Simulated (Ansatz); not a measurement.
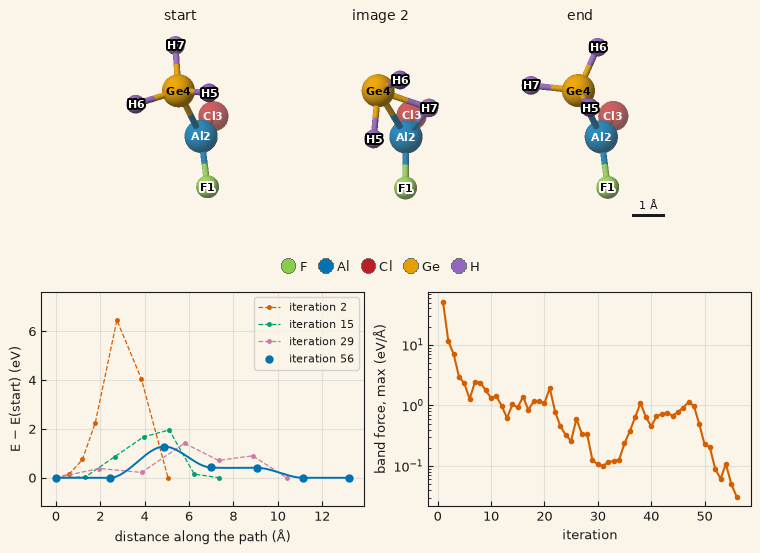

A nudged-elastic-band calculation for AlGeH3ClF. Images are numbered from 0 (start) to 6 (end). The plot follows the band through its iterations. A ball-and-stick model, seen from a free direction.

Level of theory: RKS r2SCANh/def2-SVP in Ansatz 0.2.0.

Input file:
```yaml
crystal:
  periodic: [false, false, false]
  atoms:
    - { symbol: F, position_ang: [1.687671, -0.559751, 1.935355] }
    - { symbol: Al, position_ang: [0.680541, -0.952577, 0.675104] }
    - { symbol: Cl, position_ang: [0.529698, -2.992955, 0.227464] }
    - { symbol: Ge, position_ang: [-0.511148, 0.805736, -0.524177] }
    - { symbol: H, position_ang: [0.474866, 1.821489, -1.117651] }
    - { symbol: H, position_ang: [-1.441264, 1.573881, 0.425282] }
    - { symbol: H, position_ang: [-1.359064, 0.236177, -1.667077] }
basis:
  gaussian: { orbitals: def2-SVP }
hamiltonian:
  xc: r2scanh
neb:
  order_check: false
  images: 5
  f_tol: 0.05
  max_iterations: 60
  final_atoms:
    - { symbol: F, position_ang: [1.69537782, -0.57806339, 1.95801813] }
    - { symbol: Al, position_ang: [0.69074572, -0.93906435, 0.68659697] }
    - { symbol: Cl, position_ang: [0.5023741, -2.97110582, 0.21397042] }
    - { symbol: Ge, position_ang: [-0.49573206, 0.81436169, -0.52617693] }
    - { symbol: H, position_ang: [0.22934588, 2.16232542, -0.43193102] }
    - { symbol: H, position_ang: [-0.65740521, 0.44646657, -2.00617667] }
    - { symbol: H, position_ang: [-1.90340625, 0.99707987, 0.0599991] }
  initial_path:
    images:
      - { positions_ang: [[1.687671, -0.559751, 1.935355], [0.680541, -0.952577, 0.675104], [0.529698, -2.992955, 0.227464], [-0.511148, 0.805736, -0.524177], [0.474866, 1.821489, -1.117651], [-1.441264, 1.573881, 0.425282], [-1.359064, 0.236177, -1.667077]] }
      - { positions_ang: [[1.61609168, -0.55506327, 1.96657756], [0.63369438, -0.90826901, 0.60884837], [0.46926862, -2.95438258, 0.04669493], [-0.47367783, 0.88365222, -0.59734326], [0.5262408, 1.89505219, -1.13551835], [-1.46880216, 1.63153439, 0.33273613], [-1.24151549, -0.06052393, -1.26769538]] }
      - { positions_ang: [[1.54451236, -0.55037554, 1.99780012], [0.58684775, -0.86396103, 0.54259273], [0.40883923, -2.91581017, -0.13407414], [-0.43620766, 0.96156844, -0.67050951], [0.5776156, 1.96861538, -1.1533857], [-1.49634031, 1.68918778, 0.24019026], [-1.12396697, -0.35722486, -0.86831375]] }
      - { positions_ang: [[1.47293305, -0.54568781, 2.02902267], [0.54000113, -0.81965304, 0.4763371], [0.34840985, -2.87723775, -0.31484322], [-0.39873749, 1.03948465, -0.74367577], [0.6289904, 2.04217857, -1.17125304], [-1.52387847, 1.74684117, 0.14764438], [-1.00641846, -0.65392578, -0.46893213]] }
      - { positions_ang: [[1.5470813, -0.55647967, 2.00535449], [0.59024932, -0.85945681, 0.54642372], [0.39973126, -2.90852711, -0.13857201], [-0.43106901, 0.96444367, -0.67117615], [0.49577556, 2.08222752, -0.92481237], [-1.23505405, 1.31338297, -0.57029597], [-1.30541439, -0.10359057, -0.29262172]] }
      - { positions_ang: [[1.62122956, -0.56727153, 1.98168631], [0.64049752, -0.89926058, 0.61651035], [0.45105268, -2.93981647, 0.03769921], [-0.46340054, 0.88940268, -0.59867654], [0.36256072, 2.12227647, -0.67837169], [-0.94622963, 0.87992477, -1.28823632], [-1.60441032, 0.44674465, -0.11631131]] }
      - { positions_ang: [[1.69537782, -0.57806339, 1.95801813], [0.69074572, -0.93906435, 0.68659697], [0.5023741, -2.97110582, 0.21397042], [-0.49573206, 0.81436169, -0.52617693], [0.22934588, 2.16232542, -0.43193102], [-0.65740521, 0.44646657, -2.00617667], [-1.90340625, 0.99707987, 0.0599991]] }
```

Command:
```bash
ansatz run input.yaml --threads 2 --pin off --max-ram 3072MiB --backend cpu --events-out ev --progress --plain --runs-dir out
```

How did the profile develop, and is the result final?

Answer. The result is final at these settings. The band converged in 56 iterations. The largest component of the band force went from 52 to 0.031 eV/Å. The climbing image converged on the top of the path. Its vibrational analysis gives one imaginary mode (433i cm⁻¹), as a transition state must have. The first iteration put the highest image at 16.25 eV. The barrier is about 1.28 eV in both directions, with image 2 at the top; the ends have nearly the same energy.

The run took 20 min on 2 threads of Arm Neoverse V1, with other jobs on the host, peak memory 0.25 GiB.
